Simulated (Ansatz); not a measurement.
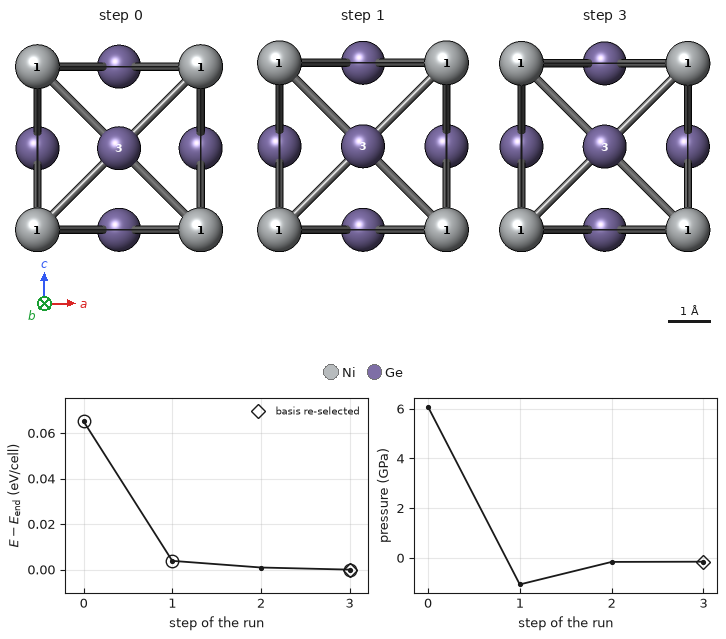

Frames of a relaxation of crystalline NiGe$_{3}$ (built on the Cu3Au (L1_2)_221 type) (coarse preliminary run), marked on the history of the run. Style: ball-and-stick. Shown: the cell of the calculation, along the b axis.

Case: Cu3Au (L1_2) type (Pm-3m, No. 221).

Computed with DFT PBE, scalar-relativistic, plane waves, PAW (Ansatz 0.2.0). (plane-wave cutoff 420 eV; k-point mesh 4 × 4 × 4; occupations gaussian; smearing width 0.1 eV; collinear spin; cell and atoms relaxed; force threshold 0.04 eV/Å; at most 70 steps)

### Describe the path.

The atoms keep their places relative to the cell (all moves are under 0.005 Å). The volume changes by +6.1 %, with a = b = c 3.948 → 4.027 Å (+2.0 %). Some distances before and after: Ge–Ni 2.791 → 2.847 Å. The space group stays Pm-3m (No. 221). After 2 accepted moves (3 points after the start) the energy has fallen by 65.1 meV per cell of the calculation. All forces vanish by symmetry, so only the cell relaxes. The pressure goes from 6.09 to −0.15 GPa. The SCF was repeated once at an unchanged geometry on a basis and grid sized afresh for the cell, which shifted the energy by 0.9 meV per cell of the calculation at most. The run took about 40 core-seconds on a shared host. From step 0 to 1: volume +7.3 %, energy −61.3 meV per cell of the calculation. From step 1 to 3: volume −1.1 %, energy −3.9 meV per cell of the calculation.

```csv
step,"E − E(0), meV/atom","pressure, GPa","volume, Å³/atom",note
0,0.00,6.09,15.381,
1,-15.32,-1.07,16.502,
2,-16.05,-0.16,16.325,
3,-16.28,-0.15,16.325,"same geometry, new basis"
```

Limits of the set-up: the k-point mesh is coarse for a cell with partly filled bands.
